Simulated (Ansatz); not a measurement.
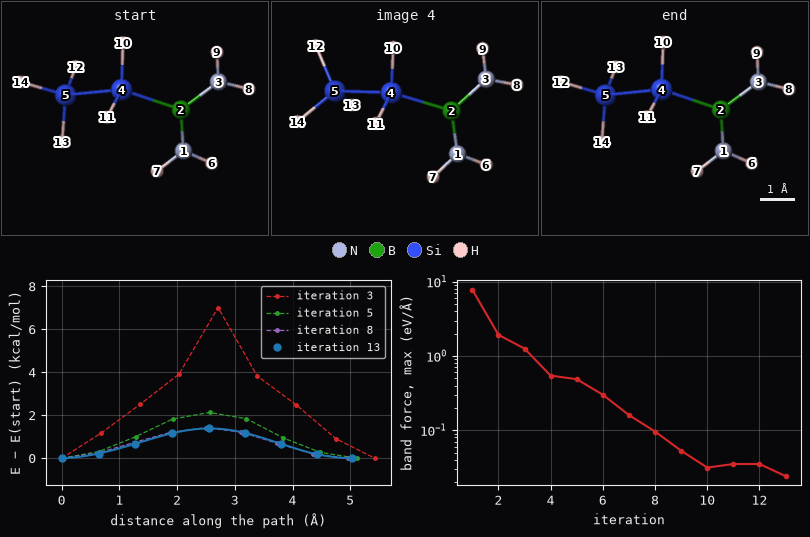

A nudged-elastic-band calculation for BSi2N2H9. Images are numbered from 0 (start) to 8 (end). The plot follows the band through its iterations. Style: ball-and-stick. Shown from a free direction.

All numbers below come from RKS PBE0/6-31G* in Ansatz. Set-up: 7 movable images; climbing image; force threshold 0.03 eV/Å; iteration limit 54; starting path through a guess of the saddle point.

Question: Judge this run.

Answer: The result is final at these settings. The band converged in 13 iterations. The largest component of the band force went from 7.8 to 0.024 eV/Å. The climbing image converged on the top of the path. Its vibrational analysis gives one imaginary mode (111i cm⁻¹), as a transition state must have. The first iteration put the highest image at 46.86 kcal/mol. The two ends have the same energy, and the highest point, image 4, lies 1.39 kcal/mol above the start.

Cost: 5.3 min on 2 threads of Arm Neoverse V1 (shared host), peak memory 0.23 GiB.
